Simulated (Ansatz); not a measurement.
# BH6NOSi: the cost of one run

Program: Ansatz 0.2.0, driven from Python. Level of theory: MP2/cc-pVDZ. These are calculated values, not measurements.

### 1 The structure

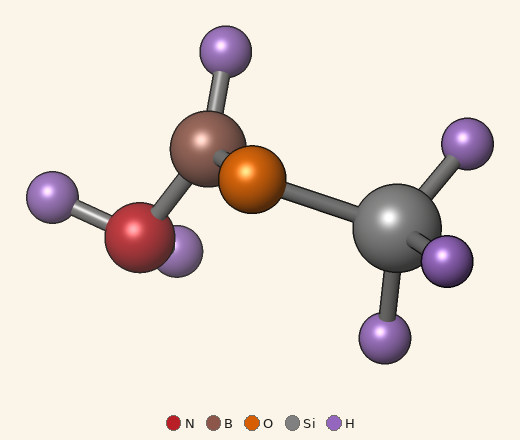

The starting structure, viewed from a chosen angle; nitrogen red, boron brown, oxygen orange, silicon grey, hydrogen purple.

The script holds or builds the structure itself.

### 2 The code

Contents of scan_bh6nosi.py:

```python
"""Stretching a bond of BH6NOSi, the rest held rigid."""

import ansatz as az
import matplotlib.pyplot as plt
import numpy as np

geometry = (
    az.Crystal.molecule()
    .atom("N", (-1.4549, 0.9823, -0.4343))
    .atom("B", (-0.1203, 0.9667, 0.1759))
    .atom("O", (0.146, -0.0122, 1.2046))
    .atom("Si", (0.9078, -1.3665, 0.3944))
    .atom("H", (-1.3755, 0.9145, -1.4953))
    .atom("H", (-1.873, 2.0055, -0.2799))
    .atom("H", (0.7327, 1.7611, -0.1352))
    .atom("H", (1.1995, -2.4024, 1.3753))
    .atom("H", (-0.1464, -1.9026, -0.5111))
    .atom("H", (2.0671, -0.9976, -0.2915))
)

symbols = [site.symbol for site in geometry.cartesian_sites]
start = np.array([site.position_ang for site in geometry.cartesian_sites])
axis = (start[3] - start[2]) / np.linalg.norm(start[3] - start[2])
moving = [3, 7, 8, 9]
lengths, energies = [1.542, 1.612, 1.682, 1.752, 1.822, 1.893, 1.963, 2.068], []
for length in lengths:
    xyz = start.copy()
    xyz[moving] += (length - np.linalg.norm(start[3] - start[2])) * axis
    point = az.Crystal.molecule()
    for symbol, xyz in zip(symbols, xyz):
        point = point.atom(symbol, xyz.tolist())
    base = (
        point.calculation()
        .basis(gaussian="cc-pVDZ")
        .correlation("mp2")
    )
    data = base.run().report
    energies.append(data["free_energy_ev"])
    print(f"r = {length:6.3f} A  E = {energies[-1]:.5f} eV  <S^2> = {abs(data['mean_field']['state']['spin_squared']):.3f}")

# quartic fit about the minimum
fit = np.polynomial.Polynomial.fit(lengths, np.array(energies) - min(energies), 4).convert()
roots = [r.real for r in fit.deriv().roots() if abs(r.imag) < 1e-9 and fit.deriv(2)(r.real) > 0]
r_e = min(roots, key=lambda r: abs(r - lengths[int(np.argmin(energies))]))
print(f"minimum of the fit at {r_e:.4f} A, force constant {fit.deriv(2)(r_e):.2f} eV/A^2")
plt.figure(figsize=(4.5, 3))
plt.plot(lengths, np.array(energies) - min(energies), "o-")
plt.xlabel("bond length (A)")
plt.ylabel("E - E(min) (eV)")
plt.tight_layout()
plt.savefig("scan.png", dpi=100)
```

### 3 What the engine is handed

The engine receives this input (first run):

```yaml
crystal:
  periodic: [false, false, false]
  atoms:
    - { symbol: "N", position_ang: [-1.4549, 0.9823, -0.4343] }
    - { symbol: B, position_ang: [-0.1203, 0.9667, 0.1759] }
    - { symbol: O, position_ang: [0.146, -0.0122, 1.2046] }
    - { symbol: Si, position_ang: [0.8163368384875236, -1.2039001579990196, 0.49167415785955426] }
    - { symbol: H, position_ang: [-1.3755, 0.9145, -1.4953] }
    - { symbol: H, position_ang: [-1.873, 2.0055, -0.2799] }
    - { symbol: H, position_ang: [0.7327, 1.7611, -0.1352] }
    - { symbol: H, position_ang: [1.1080368384875234, -2.2398001579990194, 1.4725741578595541] }
    - { symbol: H, position_ang: [-0.2378631615124765, -1.7400001579990196, -0.4138258421404457] }
    - { symbol: H, position_ang: [1.9756368384875234, -0.8350001579990196, -0.1942258421404457] }
basis:
  gaussian:
    orbitals: cc-pVDZ
correlation:
  method: mp2
```

### 4 Running it

On the command line:

```
> python scan_bh6nosi.py
```

**Question.** How long does this script take on 1 thread of Intel Xeon 6975P-C (Granite Rapids), shared host, and how much memory does it need?

About 6.3 s, with a peak of 0.25 GiB.
